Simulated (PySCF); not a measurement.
# RuO₂⁻: structure of the doublet

Aim: relax RuO₂⁻ as a doublet from a linear start, check by its vibrations whether the end is a minimum, and collect its spectrum and constants.

Method: PBE0, basis Ru def2-SVPD with ECP28, O def2-SVPD, scalar-relativistic core potentials, no spin–orbit coupling, density fitting; program: PySCF 2.14.0.

## (1) Starting geometry

3 atoms, charge -1, spin multiplicity 2.

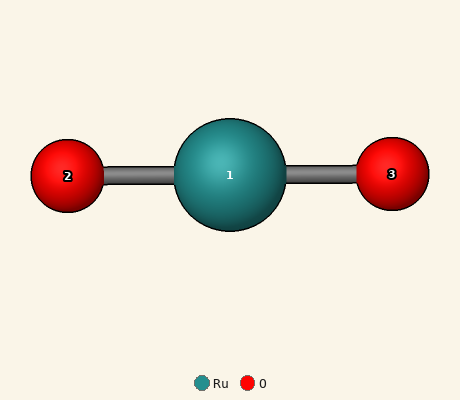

Start geometry, drawn with ruthenium teal, oxygen red; atoms are numbered from 1 in the order of the file.

```xyz
3
charge -1 multiplicity 2
Ru    0.0000    0.0000    0.0000
O     0.0000    0.0000    1.7100
O     0.0000    0.0000   -1.7100
```

## (2) Linear start, doublet: relaxation

One driver script runs all steps and calls PySCF; scf.py shows how it sets up the SCF of each step. The optimiser is the driver's own. Before each start the driver seeks the lowest SCF state from one or more starting densities and follows internal instabilities, so scf.py alone need not reach the same state.

The program finds D∞h symmetry in the start, which this walk keeps.

Input file scf.py:

```python
from pyscf import gto, scf, dft
mol = gto.M(atom='''
Ru     0.000000     0.000000     0.000000
O      0.000000     0.000000     1.710000
O      0.000000     0.000000    -1.710000''',
    basis={'Ru': 'def2-SVPD', 'O': 'def2-SVPD'},
    ecp={'Ru': 'def2-SVPD'},
    charge=-1, spin=1)
mf = dft.UKS(mol, xc='PBE0')
mf.grids.atom_grid = (50, 194)
aux = {'Ru': 'def2-universal-JKFIT', 'O': 'def2-universal-JKFIT'}
mf = mf.density_fit(auxbasis=aux)
mf.kernel()
```

Steps of the walk:

```csv
step,energy (Eh),change (kJ/mol),largest symmetric gradient (Eh/bohr)
0,-245.070378,0.00,0.00210
1,-245.070383,-0.01,0.00099
2,-245.070386,-0.02,0.00001
```

The walk ran for 2.3 s (4 threads, shared host).

Positions (Å) and forces (eV/Å) along the way:

```
step 0
Ru   0.000   0.000   0.000   0.000   0.000   0.000
O    0.000   0.000   1.710   0.000   0.000  -0.108
O    0.000   0.000  -1.710   0.000   0.000   0.108
step 1
Ru   0.000   0.000   0.000   0.000   0.000   0.003
O    0.000   0.000   1.707   0.000   0.000   0.049
O    0.000   0.000  -1.707   0.000   0.000  -0.052
step 2
Ru   0.000   0.000   0.000   0.000   0.000   0.000
O    0.000   0.000   1.708   0.000   0.000  -0.001
O    0.000   0.000  -1.708   0.000   0.000   0.000
```

It settles in D∞h symmetry, 0.0 kJ/mol below the start, after 2 steps: Ru–O 1.708 Å (×2); O–Ru–O 180.0°.

## (3) Vibrations and properties at this point

The point is checked on the finer grid, and tightened if its gradient asks for it. The Hessian and the dipole derivatives come from central differences of analytic gradients, with steps of 0.01 bohr.

scf.py, as its differences from that of step 2:

```diff
@@ -4,2 +4,2 @@
-O      0.000000     0.000000     1.710000
-O      0.000000     0.000000    -1.710000''',
+O      0.000000     0.000000     1.707932
+O     -0.000000     0.000000    -1.707932''',
@@ -10 +10 @@
-mf.grids.atom_grid = (50, 194)
+mf.grids.atom_grid = (75, 302)
```

This SCF starts from the last density.

Log of the central SCF (cycles and frontier levels):

```text
init E= -245.07039349325
[... the frontier-level lines of each cycle are left out ...]
cycle= 1 E= -245.070393493247  delta_E= 2.39e-12  |g|= 2.83e-06  |ddm|= 3.04e-06
Extra cycle  E= -245.070393493203  delta_E= 4.45e-11  |g|= 1.09e-05  |ddm|= 9.98e-06
converged SCF energy = -245.070393493203  <S^2> = 0.75475789  2S+1 = 2.0047522
```

The whole step took 7.9 s.

Geometry: D∞h; Ru–O 1.708 Å (×2); O–Ru–O 180.0°.

Harmonic modes (main isotopes):

| symmetry | ω (cm⁻¹) | IR (km/mol) | μ (u) | type |
| --- | --- | --- | --- | --- |
| πu | 125i | 8.7 | 20.03 | bend |
| σu+ | 898 | 647 | 20.03 | stretch |
| σg+ | 944 | 0.0 | 15.99 | stretch |

With 2 modes imaginary (up to 125i cm⁻¹) this point is a saddle.

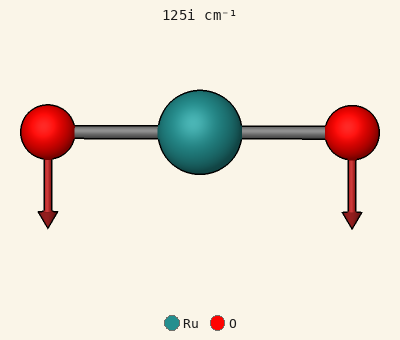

The imaginary mode, as arrows.

Constants and moments:

```
Dipole moment about the centre of mass                          : 0.00 D
Highest occupied level                                          : -0.41 eV
Lowest empty level                                              : 2.28 eV
Rotational constants                                            : 0.1807 cm⁻¹
Zero-point energy (real modes)                                  : 11.0 kJ/mol
Principal polarisabilities                                      : 55.7, 55.7, 75.5 bohr³
Principal traceless quadrupole moments about the centre of mass : -16.03, 8.02, 8.02 D Å
Spin squared ⟨S²⟩                                               : 0.755
```

Charges (e) and bond orders:

```json
{"atom": "Ru1", "Mulliken": "0.91", "Löwdin": "0.45", "polar tensor": "0.80", "spin (Mulliken)": "1.15", "Mayer order to Ru1": "–"}
{"atom": "O2,3", "Mulliken": "-0.96", "Löwdin": "-0.72", "polar tensor": "-0.90", "spin (Mulliken)": "-0.07", "Mayer order to Ru1": "1.13"}
```

Mulliken populations on Ru1 (outside its core potential): s 2.76, p 5.91, d 6.38, f 0.04.

## (4) Following the imaginary mode

The atoms are moved a little along the softest imaginary mode and relaxed again.

The program finds C2v symmetry in the start, which this walk keeps. The walk stops when the largest gradient is under 0.0003 Eh/bohr and the energy has settled too.

scf.py, as its differences from that of step 3:

```diff
@@ -3,3 +3,3 @@
-Ru     0.000000     0.000000     0.000000
-O      0.000000     0.000000     1.707932
-O     -0.000000     0.000000    -1.707932''',
+Ru     0.000000     0.078480    -0.000000
+O     -0.000000    -0.250000     1.707932
+O     -0.000000    -0.250000    -1.707932''',
@@ -10 +10 @@
-mf.grids.atom_grid = (75, 302)
+mf.grids.atom_grid = (50, 194)
```

Energy and gradient, step by step:

```csv
step,energy (Eh),change (kJ/mol),largest symmetric gradient (Eh/bohr)
0,-245.069153,0.00,0.03485
1,-245.071488,-6.13,0.01433
2,-245.071919,-7.26,0.00193
3,-245.071947,-7.33,0.00106
4,-245.071997,-7.47,0.00053
5,-245.071999,-7.47,0.00013
```

The walk took 5.8 s.

Positions (Å) and forces (eV/Å) along the way:

```
step 0
Ru   0.000   0.078   0.000   0.000  -0.751   0.000
O    0.000  -0.250   1.708   0.000   0.375  -1.792
O    0.000  -0.250  -1.708   0.000   0.375   1.792
step 1
Ru   0.000   0.067   0.000   0.000   0.448   0.000
O    0.000  -0.244   1.657   0.000  -0.224   0.737
O    0.000  -0.244  -1.657   0.000  -0.224  -0.737
step 3
Ru   0.000   0.081   0.000   0.000   0.055   0.000
O    0.000  -0.251   1.667   0.000  -0.027  -0.038
O    0.000  -0.251  -1.667   0.000  -0.027   0.038
step 5
Ru   0.000   0.105   0.000   0.000   0.002   0.000
O    0.000  -0.263   1.657   0.000  -0.001   0.007
O    0.000  -0.263  -1.657   0.000  -0.001  -0.007
```

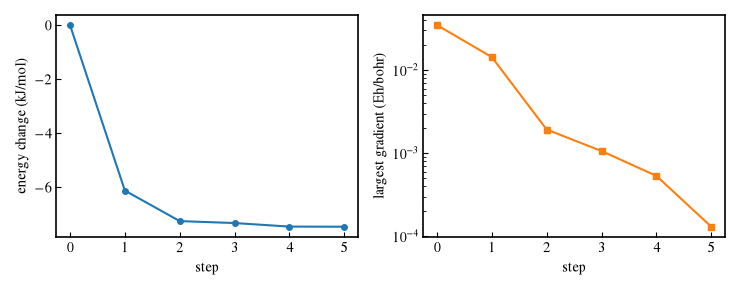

How energy and gradient fall.

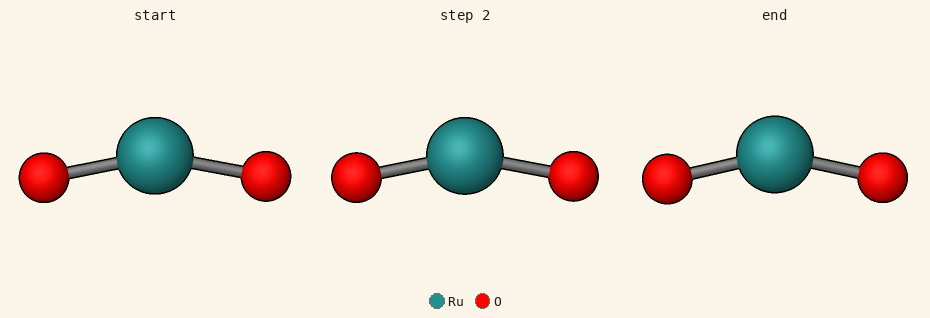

The geometry along the walk, at one scale.

End point (C2v, 5 steps, 7.5 kJ/mol gained): Ru–O 1.697 Å (×2); O–Ru–O 154.9°.

## (5) Is it a minimum? Harmonic modes

As before: finer grid, then central differences.

scf.py, as its differences from that of step 4:

```diff
@@ -3,3 +3,3 @@
-Ru     0.000000     0.078480    -0.000000
-O     -0.000000    -0.250000     1.707932
-O     -0.000000    -0.250000    -1.707932''',
+Ru     0.000000     0.088039     0.000000
+O     -0.000000    -0.280638     1.656983
+O     -0.000000    -0.280638    -1.656983''',
@@ -10 +10 @@
-mf.grids.atom_grid = (50, 194)
+mf.grids.atom_grid = (75, 302)
```

SCF at the final geometry:

```text
init E= -245.072079278681
[... the frontier-level lines of each cycle are left out ...]
cycle= 1 E= -245.072079227739  delta_E= 5.09e-08  |g|= 0.00037  |ddm|= 0.000329
cycle= 2 E= -245.07207850919  delta_E= 7.19e-07  |g|= 0.00139  |ddm|= 0.00122
cycle= 3 E= -245.072079280069  delta_E= -7.71e-07  |g|= 8.14e-05  |ddm|= 0.000966
cycle= 4 E= -245.0720792827  delta_E= -2.63e-09  |g|= 2.08e-06  |ddm|= 5.82e-05
cycle= 5 E= -245.072079282703  delta_E= -3.41e-12  |g|= 4.82e-07  |ddm|= 2.88e-06
Extra cycle  E= -245.072079282704  delta_E= -9.09e-13  |g|= 5.27e-07  |ddm|= 3.47e-06
converged SCF energy = -245.072079282704  <S^2> = 0.75482116  2S+1 = 2.0048154
```

The whole step took 12 s.

Geometry: C2v; Ru–O 1.698 Å (×2); O–Ru–O 154.9°.

Harmonic modes (main isotopes):

```json
{"symmetry": "a1", "ω (cm⁻¹)": "158", "IR (km/mol)": "7.6", "type": "bend"}
{"symmetry": "b2", "ω (cm⁻¹)": "906", "IR (km/mol)": "594", "type": "stretch"}
{"symmetry": "a1", "ω (cm⁻¹)": "949", "IR (km/mol)": "33.4", "type": "stretch"}
```

No imaginary mode, so this is a minimum.

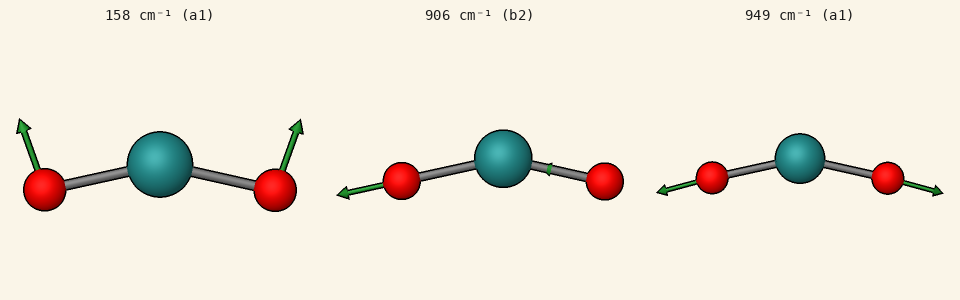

How the atoms move in 3 of the modes.

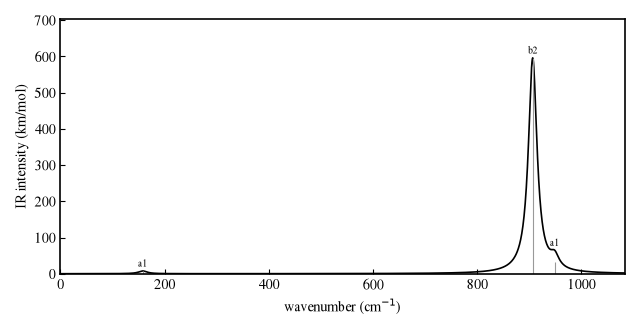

The harmonic infrared spectrum (widths in cm⁻¹). Lines are broadened to a width of 20 cm⁻¹ (Lorentzian).

Constants and moments:

```yaml
Dipole_moment_about_the_centre_of_mass: 0.65 D
Highest_occupied_level: -0.39 eV
Lowest_empty_level: 2.30 eV
Rotational_constants: 5.094, 0.1919, 0.185 cm⁻¹
Zero-point_energy: 12.0 kJ/mol
Principal_polarisabilities: 58.8, 60.1, 73.9 bohr³
Principal_traceless_quadrupole_moments_about_the_centre_of_mass: -13.70, 6.81, 6.89 D Å
Entropy_at_298.15_K_and_1_bar_electronic_part_spin_only: 272.6 J/(mol K)
Heat_capacity_Cp_at_298.15_K: 45.1 J/(mol K)
Enthalpy_at_298.15_K_above_0_K: 11.82 kJ/mol
Rotational_symmetry_number: 2
Spin_squared_⟨S²⟩: 0.755
```

Populations by atom (charges in e):

```json
{"atom": "Ru1", "Mulliken": "0.89", "Löwdin": "0.41", "polar tensor": "0.85", "spin (Mulliken)": "1.13", "Mayer order to Ru1": "–"}
{"atom": "O2,3", "Mulliken": "-0.94", "Löwdin": "-0.71", "polar tensor": "-0.93", "spin (Mulliken)": "-0.06", "Mayer order to Ru1": "1.17"}
```

Mulliken populations on Ru1 (outside its core potential): s 2.74, p 5.97, d 6.37, f 0.03.

## (6) All stationary points

| spin | group | bonds | imaginary modes (cm⁻¹) | ΔE (kJ/mol) | with zero-point energy |
| --- | --- | --- | --- | --- | --- |
| doublet | C2v | Ru–O 1.698 Å (×2) | none | 0.0 | 0.0 |
| doublet | D∞h | Ru–O 1.708 Å (×2) | 125i, 125i | 4.4 | – |

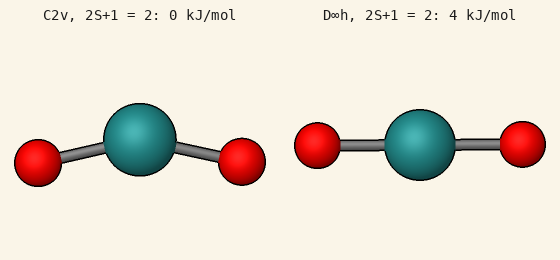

The points, lowest first (ruthenium teal, oxygen red).

## (7) Outcome

| quantity | value |
| --- | --- |
| minimum | doublet, C2v |
| geometry | Ru–O 1.698 Å (×2); O–Ru–O 154.9° |
| wavenumbers (cm⁻¹) | 158 (a1), 906 (b2), 949 (a1) |
| dipole moment (centre of mass) | 0.65 D |
| highest occupied, lowest empty level (either spin) | -0.39, 2.30 eV |
| polar-tensor charge of Ru1 | +0.85 e |
| zero-point energy | 12.0 kJ/mol |
| entropy at 298.15 K | 272.6 J/(mol K) |
| ⟨S²⟩ | 0.755 |

What this shows: From D∞h at the start the molecule goes to a C2v minimum, after a stop at a second-order saddle point 4.4 kJ/mol higher, from which it was pushed off along an imaginary mode. In the infrared the band at 906 cm⁻¹ (b2, stretch) leads. Most of the spin sits on Ru1 (Mulliken spin 1.13, against 1 for the whole molecule). Only this shape and spin were tried, so other structures or states may lie lower. One determinant may miss the lowest occupation of an open d or f shell.

The search up to here ran for 33 s (4 threads, shared host).
